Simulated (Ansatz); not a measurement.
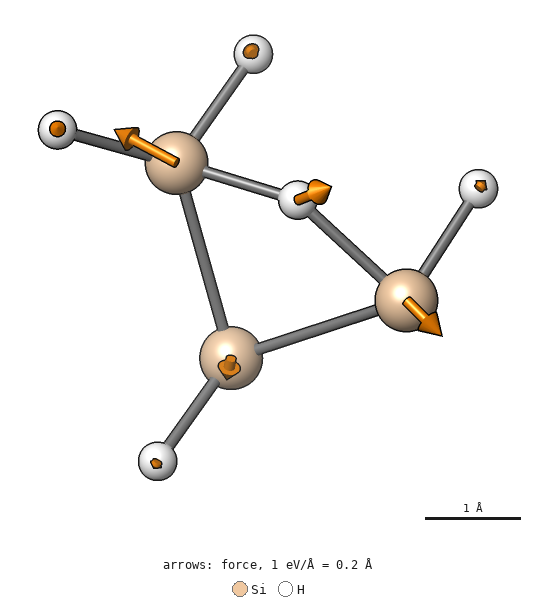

Starting geometry of Si3H5 (charge +1) with the computed forces as orange arrows. The picture is a ball-and-stick view, seen face on.

It is one of the separated reactants of a reaction.

Level of theory: Ansatz 0.2.0, RKS PBE-D4/def2-SVP. (force threshold 0.03 eV/Å; at most 250 steps)

**Is this structure relaxed? If not, where do the atoms go?**

It isn't relaxed: the largest force vector, on a Si atom, is 4.15 eV/Å. The final displacements have little in common with the starting forces (cosine between the two patterns 0.12). The atom that moves furthest after the best rigid fit is an H atom (1.22 Å). By element the largest moves are H 1.22 Å, Si 0.32 Å. Among the contacts that change: H–Si 1.420 → 1.677 Å, H–Si 1.556 → 1.731 Å, Si–Si 2.219 → 2.342 Å, Si–Si 2.219 → 2.182 Å. Bond angles that change, for instance: Si–H–Si 147.2° → 102.0°, H–Si–H 131.6° → 102.6°, Si–Si–H 119.2° → 146.6°. After 13 accepted moves (15 points after the start) the energy has fallen by 47.9 kcal/mol. Largest force component: 3.2 eV/Å at the start, 0.012 eV/Å at the end. The line search rejected the trial steps at points 12, 14 of the run.
